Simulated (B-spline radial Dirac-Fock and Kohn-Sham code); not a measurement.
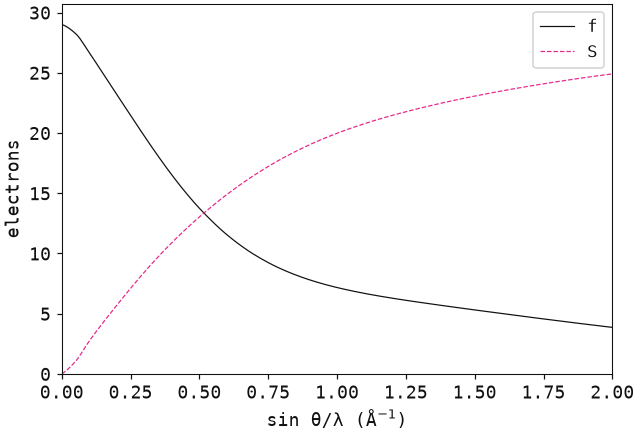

The X-ray form factor f and the incoherent scattering function S against sin θ/λ. The figure is for the copper atom in the configuration [Ar] 3d9 4s1 4p1, which is not the ground configuration. Method: the spherical Dirac–Fock density (average of configuration), S by Waller and Hartree (computed with a radial B-spline solver).

> Where has f fallen to half its forward value?

Near sin θ/λ = 0.47 Å⁻¹.

> What is f at sin θ/λ = 1.00 Å⁻¹?

7.17 electrons.
